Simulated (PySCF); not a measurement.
# HBe···Li+···HBe: magnetic exchange

What do calculations give for the magnetic exchange of HBe···Li+···HBe?

Programs: PySCF 2.14.0, with routines of our own; each step states its level. All values are computed. Atoms count from 0.

## Step 1: The system as given

5 atoms, charge 1, high-spin multiplicity 3; geometry from: GFN2-xTB fragments, placed rigidly.

The system (radical pair across a spacer): HBe···Li+···HBe. The radical centres are 7.84 Å apart, edge to face; the spin sites are atoms 0, 1 (1 unpaired) and atoms 2, 3 (1 unpaired).

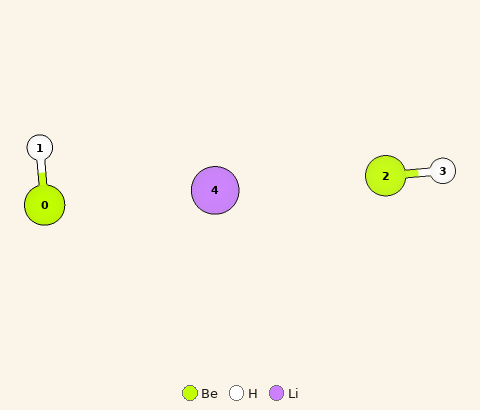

The starting geometry (beryllium green, hydrogen white, lithium purple); sticks join atoms by distance alone.

## Step 2: Magnetic exchange: CASSCF and SC-NEVPT2/def2-TZVP (2,2)

Job settings and geometry (Å):

```
{"job": {"kind": "cas", "basis": "def2-TZVP", "active": "magnetic", "zfs": true}, "charge": 1, "high_spin_multiplicity": 3, "spin_sites": [[[0, 1], 1], [[2, 3], 1]]}
Be     0.262400     0.000000    -4.182400
H     -1.049600     0.000000    -4.182400
Be     0.262400     0.000000     3.657600
H      0.262400    -0.000000     4.969600
Li     0.262400     0.000000    -0.262400
```

Method: CASSCF and SC-NEVPT2/def2-TZVP spin states, gas phase.

Run with:

```bash
> OMP_NUM_THREADS=1 python exch_run.py task.json out
```

This one command runs all jobs of the session in turn.

Standard output:

```text
start orbitals: natural orbitals of the high-spin HF determinant (converged)
active space: 2 electrons in 2 orbitals, 5 closed; orbitals optimised for multiplicities 3 1
macro   0  E = -37.5537349006  dE =  0.000e+00  |g| = 1.002e-02
macro   1  E = -37.5537904132  dE = -5.551e-05  |g| = 4.587e-03
macro   2  E = -37.5538081930  dE = -1.778e-05  |g| = 1.058e-03
macro   3  E = -37.5538085032  dE = -3.102e-07  |g| = 3.552e-04
macro   4  E = -37.5538085519  dE = -4.867e-08  |g| = 7.355e-05
CASSCF converged, mean energy = -37.5538085519
2S+1 = 3  root 0  E(CAS) = -37.55380614  E(NEVPT2) = -37.69289427  occupations 1.000 1.000
2S+1 = 1  root 0  E(CAS) = -37.55381096  E(NEVPT2) = -37.69291440  occupations 1.031 0.969
2S+1 = 1  root 1  E(CAS) = -37.28851785  E(NEVPT2) = -37.56315424  occupations 2.000 0.000
2S+1 = 1  root 2  E(CAS) = -37.21973114  E(NEVPT2) = -37.46814106  occupations 2.000 0.000
D(spin-spin) = -0.0101 cm-1, E/D = 0.001
D(spin-orbit) = -0.0000 cm-1, D(total) = -0.0101 cm-1, E/D = 0.001
```

Wall time 0.5 s (1 thread of AMD EPYC 9B14, shared host).

In short:

| quantity | value |
| --- | --- |
| J (CASSCF) | -1 cm⁻¹ |
| J (NEVPT2) | -2 cm⁻¹ |
| low less high spin (NEVPT2) | 0.0 kcal/mol |
| diradical index y0 | 0.97 |
| zero-field D | -0.010 cm⁻¹ |

Mulliken spin populations of the high-spin state:

| atom | value (e) |
| --- | --- |
| Be0 | 0.94 |
| H1 | 0.02 |
| Be2 | 0.86 |
| H3 | 0.03 |
| Li4 | 0.15 |

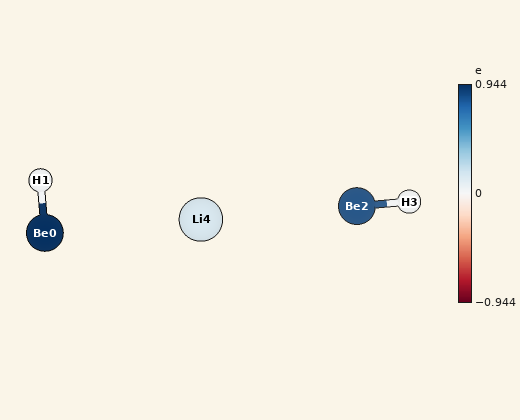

Mulliken spin populations of the high-spin state, as colours on the atoms.

## Step 3: Magnetic exchange: HF/def2-TZVP

Job settings and geometry (Å):

```
{"job": {"kind": "bs", "xc": "HF", "basis": "def2-TZVP", "rks": true}, "charge": 1, "high_spin_multiplicity": 3, "spin_sites": [[[0, 1], 1], [[2, 3], 1]]}
Be     0.262400     0.000000    -4.182400
H     -1.049600     0.000000    -4.182400
Be     0.262400     0.000000     3.657600
H      0.262400    -0.000000     4.969600
Li     0.262400     0.000000    -0.262400
```

Level: HF/def2-TZVP high-spin, broken-symmetry and restricted single points, gas phase.

Standard output:

```text
high-spin state, multiplicity 3
final grid: 43648 points
cycle   1  E = -37.4662911450  dE =  7.128e-02  |g| = 1.611e-01  |ddm| = 1.003e+00
cycle   2  E = -37.5324920281  dE = -6.620e-02  |g| = 7.514e-02  |ddm| = 4.126e-01
cycle   3  E = -37.5514214915  dE = -1.893e-02  |g| = 2.584e-02  |ddm| = 2.489e-01
cycle   4  E = -37.5538113659  dE = -2.390e-03  |g| = 1.247e-02  |ddm| = 7.525e-02
cycle   5  E = -37.5543976074  dE = -5.862e-04  |g| = 5.163e-03  |ddm| = 4.304e-02
cycle   6  E = -37.5544872863  dE = -8.968e-05  |g| = 1.090e-03  |ddm| = 2.094e-02
cycle   7  E = -37.5544919998  dE = -4.714e-06  |g| = 3.995e-04  |ddm| = 4.968e-03
cycle   8  E = -37.5544930315  dE = -1.032e-06  |g| = 1.831e-04  |ddm| = 2.247e-03
cycle   9  E = -37.5544932965  dE = -2.650e-07  |g| = 9.000e-05  |ddm| = 1.035e-03
cycle  10  E = -37.5544933659  dE = -6.941e-08  |g| = 3.248e-05  |ddm| = 5.894e-04
cycle  11  E = -37.5544933747  dE = -8.789e-09  |g| = 1.043e-05  |ddm| = 2.538e-04
converged SCF energy = -37.5544933747

broken-symmetry state, M_S = 0, start: spins of the second site flipped
final grid: 43648 points
cycle   1  E = -37.5542849936  dE = -5.877e-04  |g| = 9.594e-03  |ddm| = 2.391e-02
cycle   2  E = -37.5544164145  dE = -1.314e-04  |g| = 5.405e-03  |ddm| = 1.236e-02
cycle   3  E = -37.5544847906  dE = -6.838e-05  |g| = 1.657e-03  |ddm| = 1.493e-02
cycle   4  E = -37.5544943104  dE = -9.520e-06  |g| = 3.753e-04  |ddm| = 6.461e-03
cycle   5  E = -37.5544948908  dE = -5.804e-07  |g| = 6.630e-05  |ddm| = 1.578e-03
cycle   6  E = -37.5544949064  dE = -1.560e-08  |g| = 2.538e-05  |ddm| = 2.347e-04
cycle   7  E = -37.5544949087  dE = -2.300e-09  |g| = 7.523e-06  |ddm| = 9.933e-05
converged SCF energy = -37.5544949087

<S^2> high spin = 2.0037, broken symmetry = 1.0034
E(HS) - E(BS) = 0.34 cm-1
J_noodleman = -0.34 cm-1
J_unprojected = -0.17 cm-1
J_yamaguchi = -0.34 cm-1

restricted closed-shell singlet
final grid: 43648 points
cycle   1  E = -37.1739782815  dE =  1.170e-01  |g| = 3.826e-01  |ddm| = 1.693e+00
cycle   2  E = -37.2415975132  dE = -6.762e-02  |g| = 3.737e-01  |ddm| = 1.772e+00
cycle   3  E = -37.3532039741  dE = -1.116e-01  |g| = 1.850e-01  |ddm| = 6.160e-01
cycle   4  E = -37.4189111185  dE = -6.571e-02  |g| = 1.396e-01  |ddm| = 9.674e-01
cycle   5  E = -37.4346354168  dE = -1.572e-02  |g| = 7.844e-02  |ddm| = 1.594e-01
cycle   6  E = -37.4409613220  dE = -6.326e-03  |g| = 2.228e-02  |ddm| = 1.561e-01
cycle   7  E = -37.4415389510  dE = -5.776e-04  |g| = 1.182e-03  |ddm| = 6.007e-02
cycle   8  E = -37.4415400572  dE = -1.106e-06  |g| = 5.216e-04  |ddm| = 3.557e-03
cycle   9  E = -37.4415404178  dE = -3.606e-07  |g| = 6.872e-05  |ddm| = 1.378e-03
cycle  10  E = -37.4415404270  dE = -9.256e-09  |g| = 1.233e-05  |ddm| = 3.095e-04
converged SCF energy = -37.4415404270
```

It took 0.2 s on 1 thread of AMD EPYC 9B14, shared host.

In short:

| quantity | value |
| --- | --- |
| J (Yamaguchi) | 0 cm⁻¹ |
| low less high spin, projected | 0.0 kcal/mol |
| closed shell less high spin (no spin gap: the broken-symmetry state lies far lower) | 70.9 kcal/mol |

## Step 4: Magnetic exchange: CAM-B3LYP/def2-TZVP

Job settings and geometry (Å):

```
{"job": {"kind": "bs", "xc": "CAM-B3LYP", "grid": 1, "basis": "def2-TZVP", "rks": true}, "charge": 1, "high_spin_multiplicity": 3, "spin_sites": [[[0, 1], 1], [[2, 3], 1]]}
Be     0.262400     0.000000    -4.182400
H     -1.049600     0.000000    -4.182400
Be     0.262400     0.000000     3.657600
H      0.262400    -0.000000     4.969600
Li     0.262400     0.000000    -0.262400
```

With the program's defaults for keys left out, this is: CAM-B3LYP/def2-TZVP high-spin, broken-symmetry and restricted single points, gas phase.

Standard output:

```text
high-spin state, multiplicity 3
final grid: 20200 points
cycle   1  E = -37.7597154696  dE = -6.288e-03  |g| = 1.353e-02  |ddm| = 1.228e-01
cycle   2  E = -37.7600210269  dE = -3.056e-04  |g| = 3.787e-03  |ddm| = 3.084e-02
cycle   3  E = -37.7600796639  dE = -5.864e-05  |g| = 1.469e-03  |ddm| = 1.476e-02
cycle   4  E = -37.7600900349  dE = -1.037e-05  |g| = 4.349e-04  |ddm| = 7.274e-03
cycle   5  E = -37.7600908008  dE = -7.659e-07  |g| = 1.287e-04  |ddm| = 1.800e-03
cycle   6  E = -37.7600908800  dE = -7.922e-08  |g| = 4.102e-05  |ddm| = 6.158e-04
cycle   7  E = -37.7600908927  dE = -1.266e-08  |g| = 1.829e-05  |ddm| = 2.231e-04
cycle   8  E = -37.7600908959  dE = -3.251e-09  |g| = 5.121e-06  |ddm| = 1.416e-04
converged SCF energy = -37.7600908959

broken-symmetry state, M_S = 0, start: spins of the second site flipped
final grid: 20200 points
cycle   1  E = -37.7602090581  dE = -5.731e-04  |g| = 6.381e-03  |ddm| = 2.878e-02
cycle   2  E = -37.7602859427  dE = -7.688e-05  |g| = 2.790e-03  |ddm| = 1.114e-02
cycle   3  E = -37.7603048237  dE = -1.888e-05  |g| = 4.645e-04  |ddm| = 8.621e-03
cycle   4  E = -37.7603056355  dE = -8.118e-07  |g| = 9.656e-05  |ddm| = 1.858e-03
cycle   5  E = -37.7603056762  dE = -4.068e-08  |g| = 2.467e-05  |ddm| = 3.883e-04
cycle   6  E = -37.7603056794  dE = -3.213e-09  |g| = 8.592e-06  |ddm| = 1.132e-04
converged SCF energy = -37.7603056794

<S^2> high spin = 2.0026, broken symmetry = 1.0008
E(HS) - E(BS) = 47.14 cm-1
J_noodleman = -47.14 cm-1
J_unprojected = -23.57 cm-1
J_yamaguchi = -47.06 cm-1

restricted closed-shell singlet
final grid: 20200 points
cycle   1  E = -37.3427662622  dE =  1.892e-01  |g| = 4.682e-01  |ddm| = 1.779e+00
cycle   2  E = -34.5827423820  dE =  2.760e+00  |g| = 1.015e+00  |ddm| = 2.523e+00
cycle   3  E = -37.5863760059  dE = -3.004e+00  |g| = 2.518e-01  |ddm| = 1.861e+00
cycle   4  E = -37.5398536790  dE =  4.652e-02  |g| = 3.012e-01  |ddm| = 1.391e+00
cycle   5  E = -37.6950004688  dE = -1.551e-01  |g| = 3.018e-02  |ddm| = 8.245e-01
cycle   6  E = -37.6946108248  dE =  3.896e-04  |g| = 3.669e-02  |ddm| = 1.315e-01
cycle   7  E = -37.6948690504  dE = -2.582e-04  |g| = 3.422e-02  |ddm| = 1.933e-02
cycle   8  E = -37.6950805878  dE = -2.115e-04  |g| = 3.161e-02  |ddm| = 1.652e-02
cycle   9  E = -37.6953717709  dE = -2.912e-04  |g| = 2.722e-02  |ddm| = 1.216e-02
cycle  10  E = -37.6960455481  dE = -6.738e-04  |g| = 1.168e-02  |ddm| = 3.277e-02
cycle  11  E = -37.6961866417  dE = -1.411e-04  |g| = 3.686e-03  |ddm| = 1.755e-02
cycle  12  E = -37.6962016808  dE = -1.504e-05  |g| = 5.186e-04  |ddm| = 8.576e-03
cycle  13  E = -37.6962019925  dE = -3.118e-07  |g| = 2.550e-05  |ddm| = 1.143e-03
cycle  14  E = -37.6962019937  dE = -1.176e-09  |g| = 4.114e-06  |ddm| = 1.271e-04
converged SCF energy = -37.6962019937
```

Wall time 1.6 s (1 thread of AMD EPYC 9B14, shared host).

From this job:

| quantity | value |
| --- | --- |
| J (Yamaguchi) | -47 cm⁻¹ |
| low less high spin, projected | -0.3 kcal/mol |
| closed shell less high spin (no spin gap: the broken-symmetry state lies far lower) | 40.1 kcal/mol |

## Step 5: Magnetic exchange: CAM-B3LYP/def2-TZVP, X2C, other SCF options

Job settings and geometry (Å):

```
{"job": {"kind": "bs", "xc": "CAM-B3LYP", "grid": 1, "basis": "def2-TZVP", "rks": true, "scf": {"level_shift": 0.3, "max_cycle": 99}, "x2c": true}, "charge": 1, "high_spin_multiplicity": 3, "spin_sites": [[[0, 1], 1], [[2, 3], 1]]}
Be     0.262400     0.000000    -4.182400
H     -1.049600     0.000000    -4.182400
Be     0.262400     0.000000     3.657600
H      0.262400    -0.000000     4.969600
Li     0.262400     0.000000    -0.262400
```

Method: CAM-B3LYP/def2-TZVP high-spin, broken-symmetry and restricted single points, scalar X2C, gas phase.

Standard output:

```text
high-spin state, multiplicity 3
final grid: 20200 points
cycle   1  E = -37.6635595121  dE =  1.605e-01  |g| = 1.663e-01  |ddm| = 9.749e-01
cycle   2  E = -37.7220256786  dE = -5.847e-02  |g| = 9.450e-02  |ddm| = 2.901e-01
cycle   3  E = -37.7461211696  dE = -2.410e-02  |g| = 5.837e-02  |ddm| = 1.939e-01
cycle   4  E = -37.7575800047  dE = -1.146e-02  |g| = 3.589e-02  |ddm| = 1.376e-01
cycle   5  E = -37.7627603012  dE = -5.180e-03  |g| = 2.079e-02  |ddm| = 1.005e-01
cycle   6  E = -37.7645692395  dE = -1.809e-03  |g| = 1.252e-02  |ddm| = 5.975e-02
cycle   7  E = -37.7652187295  dE = -6.495e-04  |g| = 7.852e-03  |ddm| = 3.563e-02
cycle   8  E = -37.7654680141  dE = -2.493e-04  |g| = 4.771e-03  |ddm| = 2.182e-02
cycle   9  E = -37.7655632387  dE = -9.522e-05  |g| = 2.886e-03  |ddm| = 1.347e-02
cycle  10  E = -37.7655997835  dE = -3.654e-05  |g| = 1.779e-03  |ddm| = 8.532e-03
cycle  11  E = -37.7656142318  dE = -1.445e-05  |g| = 1.097e-03  |ddm| = 5.544e-03
cycle  12  E = -37.7656197954  dE = -5.564e-06  |g| = 6.767e-04  |ddm| = 3.439e-03
cycle  13  E = -37.7656219337  dE = -2.138e-06  |g| = 4.207e-04  |ddm| = 2.102e-03
cycle  14  E = -37.7656227717  dE = -8.380e-07  |g| = 2.647e-04  |ddm| = 1.289e-03
cycle  15  E = -37.7656231167  dE = -3.450e-07  |g| = 1.674e-04  |ddm| = 8.172e-04
cycle  16  E = -37.7656232603  dE = -1.436e-07  |g| = 1.079e-04  |ddm| = 5.227e-04
cycle  17  E = -37.7656233237  dE = -6.349e-08  |g| = 7.172e-05  |ddm| = 3.512e-04
cycle  18  E = -37.7656233525  dE = -2.880e-08  |g| = 4.838e-05  |ddm| = 2.431e-04
cycle  19  E = -37.7656233656  dE = -1.301e-08  |g| = 3.281e-05  |ddm| = 1.700e-04
cycle  20  E = -37.7656233711  dE = -5.576e-09  |g| = 2.158e-05  |ddm| = 1.128e-04
level shift removed, Fock matrix diagonalised once more
converged SCF energy = -37.7656233711

broken-symmetry state, M_S = 0, start: spins of the second site flipped
final grid: 20200 points
cycle   1  E = -37.7656001433  dE = -4.330e-04  |g| = 9.327e-03  |ddm| = 1.751e-02
cycle   2  E = -37.7657427423  dE = -1.426e-04  |g| = 5.450e-03  |ddm| = 1.059e-02
cycle   3  E = -37.7658121131  dE = -6.937e-05  |g| = 2.235e-03  |ddm| = 1.041e-02
cycle   4  E = -37.7658270329  dE = -1.492e-05  |g| = 1.237e-03  |ddm| = 4.985e-03
cycle   5  E = -37.7658330648  dE = -6.032e-06  |g| = 7.506e-04  |ddm| = 3.281e-03
cycle   6  E = -37.7658355820  dE = -2.517e-06  |g| = 5.093e-04  |ddm| = 1.860e-03
cycle   7  E = -37.7658368824  dE = -1.300e-06  |g| = 3.509e-04  |ddm| = 1.286e-03
cycle   8  E = -37.7658375240  dE = -6.416e-07  |g| = 2.444e-04  |ddm| = 8.944e-04
cycle   9  E = -37.7658378529  dE = -3.290e-07  |g| = 1.687e-04  |ddm| = 6.719e-04
cycle  10  E = -37.7658380142  dE = -1.613e-07  |g| = 1.156e-04  |ddm| = 4.850e-04
cycle  11  E = -37.7658380901  dE = -7.584e-08  |g| = 7.905e-05  |ddm| = 3.373e-04
cycle  12  E = -37.7658381261  dE = -3.602e-08  |g| = 5.365e-05  |ddm| = 2.401e-04
cycle  13  E = -37.7658381423  dE = -1.623e-08  |g| = 3.622e-05  |ddm| = 1.622e-04
cycle  14  E = -37.7658381496  dE = -7.307e-09  |g| = 2.453e-05  |ddm| = 1.109e-04
level shift removed, Fock matrix diagonalised once more
converged SCF energy = -37.7658381496

<S^2> high spin = 2.0026, broken symmetry = 1.0008
E(HS) - E(BS) = 47.14 cm-1
J_noodleman = -47.14 cm-1
J_unprojected = -23.57 cm-1
J_yamaguchi = -47.06 cm-1

restricted closed-shell singlet
final grid: 20200 points
cycle   1  E = -37.6619595802  dE = -1.245e-01  |g| = 1.283e-01  |ddm| = 7.499e-01
cycle   2  E = -37.6922843682  dE = -3.032e-02  |g| = 7.380e-02  |ddm| = 3.178e-01
cycle   3  E = -37.6980101648  dE = -5.726e-03  |g| = 3.855e-02  |ddm| = 1.447e-01
cycle   4  E = -37.7001584882  dE = -2.148e-03  |g| = 2.324e-02  |ddm| = 7.457e-02
cycle   5  E = -37.7008088038  dE = -6.503e-04  |g| = 2.042e-02  |ddm| = 5.364e-02
cycle   6  E = -37.7010640936  dE = -2.553e-04  |g| = 2.026e-02  |ddm| = 3.411e-02
cycle   7  E = -37.7012315664  dE = -1.675e-04  |g| = 1.903e-02  |ddm| = 2.405e-02
cycle   8  E = -37.7013564807  dE = -1.249e-04  |g| = 1.709e-02  |ddm| = 1.396e-02
cycle   9  E = -37.7014676811  dE = -1.112e-04  |g| = 1.450e-02  |ddm| = 1.004e-02
cycle  10  E = -37.7015825732  dE = -1.149e-04  |g| = 1.070e-02  |ddm| = 8.870e-03
cycle  11  E = -37.7016400527  dE = -5.748e-05  |g| = 8.424e-03  |ddm| = 5.520e-03
cycle  12  E = -37.7016746320  dE = -3.458e-05  |g| = 6.675e-03  |ddm| = 4.211e-03
cycle  13  E = -37.7016956951  dE = -2.106e-05  |g| = 5.334e-03  |ddm| = 3.142e-03
cycle  14  E = -37.7017087787  dE = -1.308e-05  |g| = 4.297e-03  |ddm| = 2.337e-03
cycle  15  E = -37.7017175842  dE = -8.805e-06  |g| = 3.418e-03  |ddm| = 1.921e-03
cycle  16  E = -37.7017229154  dE = -5.331e-06  |g| = 2.774e-03  |ddm| = 1.552e-03
cycle  17  E = -37.7017263165  dE = -3.401e-06  |g| = 2.272e-03  |ddm| = 1.213e-03
cycle  18  E = -37.7017284067  dE = -2.090e-06  |g| = 1.899e-03  |ddm| = 9.271e-04
cycle  19  E = -37.7017298371  dE = -1.430e-06  |g| = 1.587e-03  |ddm| = 7.520e-04
cycle  20  E = -37.7017308107  dE = -9.736e-07  |g| = 1.328e-03  |ddm| = 6.155e-04
cycle  21  E = -37.7017315222  dE = -7.115e-07  |g| = 1.095e-03  |ddm| = 5.488e-04
cycle  22  E = -37.7017320140  dE = -4.918e-07  |g| = 8.980e-04  |ddm| = 4.551e-04
cycle  23  E = -37.7017323551  dE = -3.411e-07  |g| = 7.302e-04  |ddm| = 3.938e-04
cycle  24  E = -37.7017325823  dE = -2.272e-07  |g| = 5.936e-04  |ddm| = 3.122e-04
cycle  25  E = -37.7017327288  dE = -1.465e-07  |g| = 4.874e-04  |ddm| = 2.379e-04
cycle  26  E = -37.7017328242  dE = -9.535e-08  |g| = 4.039e-04  |ddm| = 1.835e-04
cycle  27  E = -37.7017328885  dE = -6.432e-08  |g| = 3.357e-04  |ddm| = 1.462e-04
cycle  28  E = -37.7017329332  dE = -4.469e-08  |g| = 2.781e-04  |ddm| = 1.220e-04
cycle  29  E = -37.7017329647  dE = -3.150e-08  |g| = 2.283e-04  |ddm| = 1.044e-04
cycle  30  E = -37.7017329863  dE = -2.159e-08  |g| = 1.869e-04  |ddm| = 8.766e-05
cycle  31  E = -37.7017330007  dE = -1.439e-08  |g| = 1.535e-04  |ddm| = 7.154e-05
cycle  32  E = -37.7017330103  dE = -9.667e-09  |g| = 1.263e-04  |ddm| = 5.859e-05
cycle  33  E = -37.7017330169  dE = -6.582e-09  |g| = 1.035e-04  |ddm| = 4.860e-05
cycle  34  E = -37.7017330213  dE = -4.350e-09  |g| = 8.546e-05  |ddm| = 3.886e-05
level shift removed, Fock matrix diagonalised once more
converged SCF energy = -37.7017330213
```

It took 3.3 s on 1 thread of AMD EPYC 9B14, shared host.

In short:

| quantity | value |
| --- | --- |
| J (Yamaguchi) | -47 cm⁻¹ |
| low less high spin, projected | -0.3 kcal/mol |
| closed shell less high spin (no spin gap: the broken-symmetry state lies far lower) | 40.1 kcal/mol |

## Step 6: The levels compared

J for H = −2J S1·S2; the gap is low spin less high spin (projected; unprojected where the broken-symmetry state collapsed; or NEVPT2):

| step | level | geometry | J (cm⁻¹) | gap (kcal/mol) | time |
| --- | --- | --- | --- | --- | --- |
| 2 | CASSCF and SC-NEVPT2/def2-TZVP (2,2) | one | -2 | 0.0 | 0.5 s |
| 3 | HF/def2-TZVP | one | 0 | 0.0 | 0.2 s |
| 4 | CAM-B3LYP/def2-TZVP | one | -47 | -0.3 | 1.6 s |
| 5 | CAM-B3LYP/def2-TZVP, X2C, other SCF options | one | -47 | -0.3 | 3.3 s |

CASSCF times leave out a start SCF that an earlier step had already made.

## Step 7: Outcome

| quantity | value |
| --- | --- |
| J (CASSCF) (step 2, CASSCF and SC-NEVPT2/def2-TZVP (2,2)) | -1 cm⁻¹ |
| J (NEVPT2) (step 2, CASSCF and SC-NEVPT2/def2-TZVP (2,2)) | -2 cm⁻¹ |
| low less high spin (NEVPT2) (step 2, CASSCF and SC-NEVPT2/def2-TZVP (2,2)) | 0.0 kcal/mol |
| diradical index y0 (step 2, CASSCF and SC-NEVPT2/def2-TZVP (2,2)) | 0.97 |
| J | -47 (CAM-B3LYP/def2-TZVP) to 0 cm⁻¹ (HF/def2-TZVP) |

In words: The levels with a meaningful J range from no coupling to an antiferromagnetic one, from -47 to 0 cm⁻¹. The functionals give up to 21 times the NEVPT2 value: they tend to spread the spin over bridges and ligands, while a small active space tends to give too little.
